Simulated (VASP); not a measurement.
Band structure of TlCl (CsCl type). These are rev-vdW-DF2, VASP's PBE PAW potentials (set 64) (plane waves; VASP 6.6.1) values and carry that method's errors.

Unless said otherwise, spin-orbit coupling is left out, though it shifts the bands of the heavy elements here.

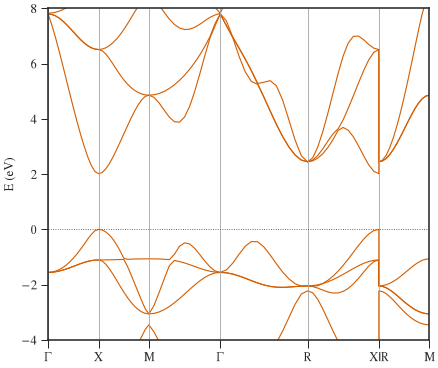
Figure: Bands along high-symmetry lines, zero at the valence-band maximum or, without a gap, the Fermi level

**Question.** Read the plot: is there a gap, and where are the band edges?

**Answer.** The gap is direct, 2.02 eV, from the valence maximum at X to the conduction minimum at X. (Edges off the drawn lines would not show.)

The compound is TlCl in the CsCl type structure. It was relaxed first.
